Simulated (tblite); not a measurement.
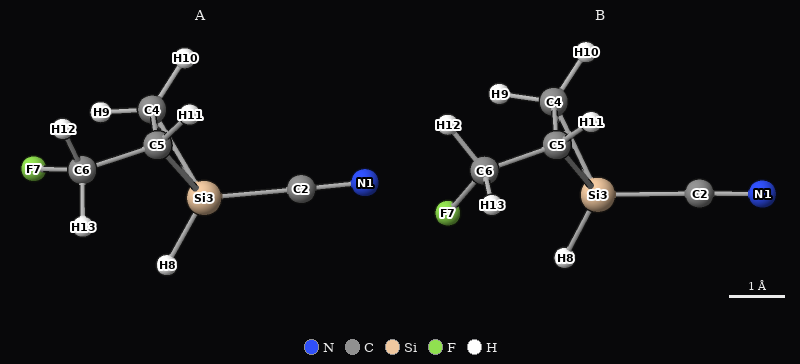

Two geometries of C₄H₆FNSi, drawn at one scale. One is the start of a relaxation, the other its converged end. A ball-and-stick model, seen at a tilt.

These are results of GFN2-xTB geometry optimisation, gas phase in tblite 0.8.0, not measurements. 

> Which of the two is the end point?

Structure B is the relaxed one. F7 moves most after the best rigid fit: 0.87 Å. Largest moves by element: F 0.87 Å, H 0.68 Å, N 0.27 Å, Si 0.23 Å, C 0.14 Å. Near-neighbour distances that change, for instance: C2–Si3 1.794 → 1.853 Å, Si3–C5 1.853 → 1.896 Å, C5–H11 1.122 → 1.084 Å, C4–H10 1.112 → 1.081 Å. Bond angles that change, for instance: C5–Si3–H8 115.9° → 123.7°, C2–Si3–C5 120.2° → 112.9°, C4–Si3–H8 118.7° → 125.1°. Groups turn about C5–C6 by about 40°. Over 68 geometry steps the energy falls by 11.1 kcal/mol. Cost: 0.67 s on 1 thread of Arm Neoverse N1, with other jobs on the host.
